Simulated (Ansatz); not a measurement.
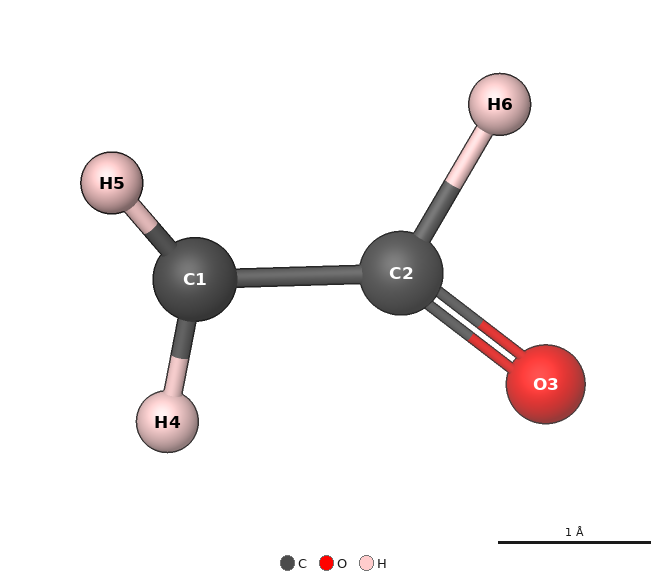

Simulated data, not a measurement (program: Ansatz).

Orthographic view. Distant atoms are faded towards the background colour. The species is neutral and a spin doublet. Geometry: atoms displaced at random (about 0.09 Å) from a stationary point of PBE0-D4.

Write a Z-matrix (Å, degrees) in the order of the atom numbers, with these reference atoms: 2 to 1; 3 to 2, 1; 4 to 1, 2, 3; 5 to 1, 4, 2; 6 to 2, 3, 1.

```
C  
C    1   1.391
O    2   1.284   1   141.2
H    1   1.005   2    98.5   3    -1.7
H    1   0.892   4   131.1   2   176.0
H    2   1.307   3    99.5   1  -178.1
```
